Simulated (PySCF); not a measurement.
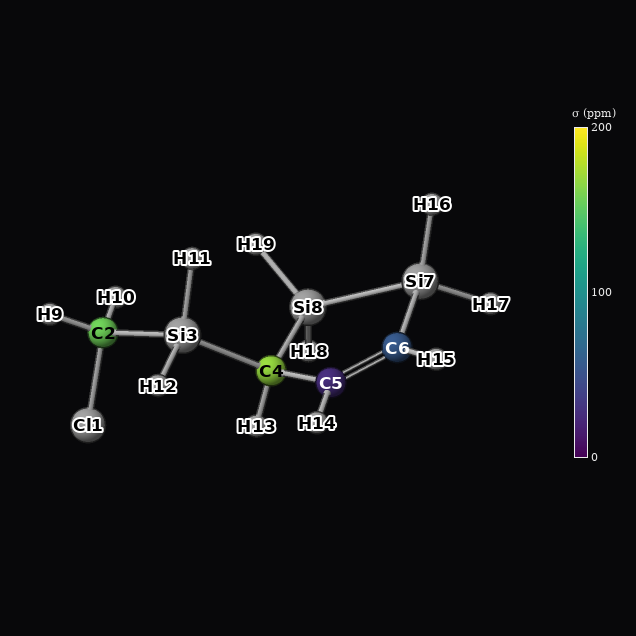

Atoms are coloured by their isotropic NMR shieldings (C only, the others grey). The geometry was computed by an optimisation with GFN2-xTB. No frequency run is at hand to confirm it as a minimum. Level of theory: GIAO PBE0/pcSseg-1 NMR shielding, non-relativistic, gas phase (PySCF 2.14.0).

Which C atom is the most shielded (lowest chemical shift)?

C4 (168.3 ppm).

Which C atom is the least shielded (highest chemical shift)?

C5 (26.1 ppm).

How wide is the range of C shifts?

142.2 ppm.

List the isotropic NMR shieldings of the C atoms.

```json
{"atom": "C2", "σ (ppm)": "156.0"}
{"atom": "C4", "σ (ppm)": "168.3"}
{"atom": "C5", "σ (ppm)": "26.1"}
{"atom": "C6", "σ (ppm)": "55.5"}
```

The geometry is semi-empirical. Around Si such bond lengths and angles can be off by a tenth of an ångström or more and by several degrees, and values that hang on the shape move with them.
